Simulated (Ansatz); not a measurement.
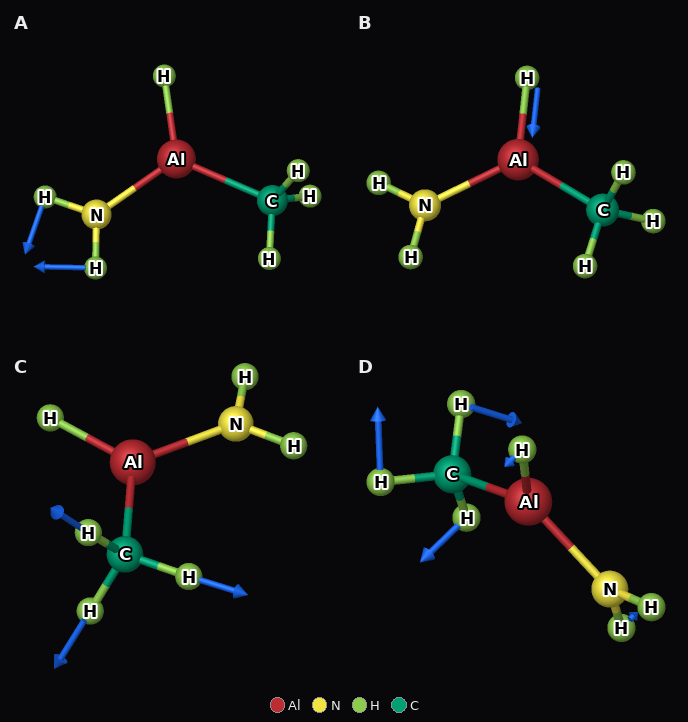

4 normal modes of one molecule or complex, as arrows. Harmonic vibrations computed with RKS PBE0-D4/def2-TZVP (Ansatz 0.2.0) at a stationary point of the same level.

Match the panels to the wavenumbers 57 cm⁻¹, 1569 cm⁻¹, 1918 cm⁻¹, 3037 cm⁻¹.

A: 1569 cm⁻¹, angle bending
B: 1918 cm⁻¹, Al–H stretching
C: 3037 cm⁻¹, in-phase stretching of 3 C–H bonds
D: 57 cm⁻¹, a torsion or out-of-plane motion in which bond lengths and bond angles hardly change
